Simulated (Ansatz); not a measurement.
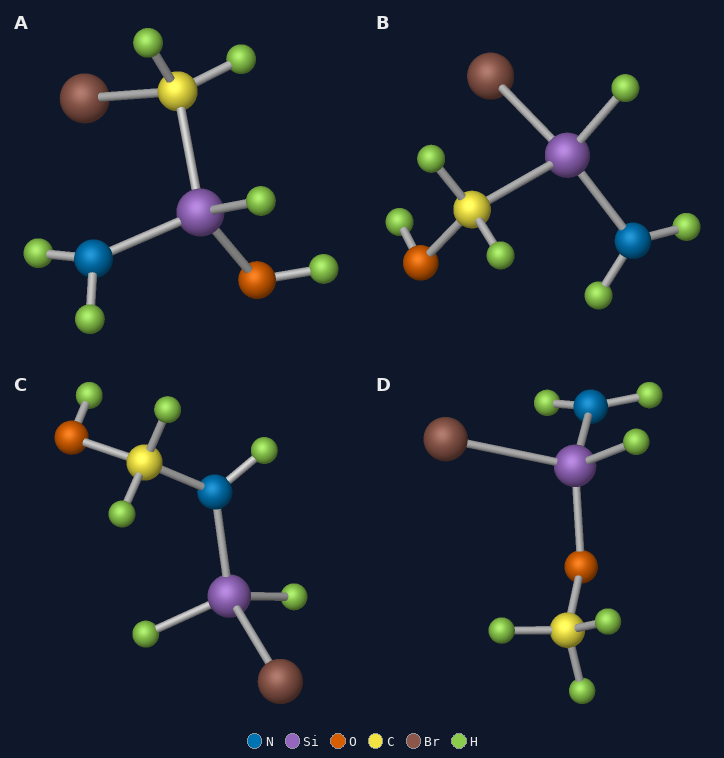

Source: calculation with Ansatz.

Which panel belongs to which SMILES?
(1) OCN[SiH2]Br
(2) CO[Si@@H](N)Br
(3) N[Si@@H](Br)CO
(4) N[Si@@H](O)CBr

A is (4), B is (3), C is (1), D is (2).
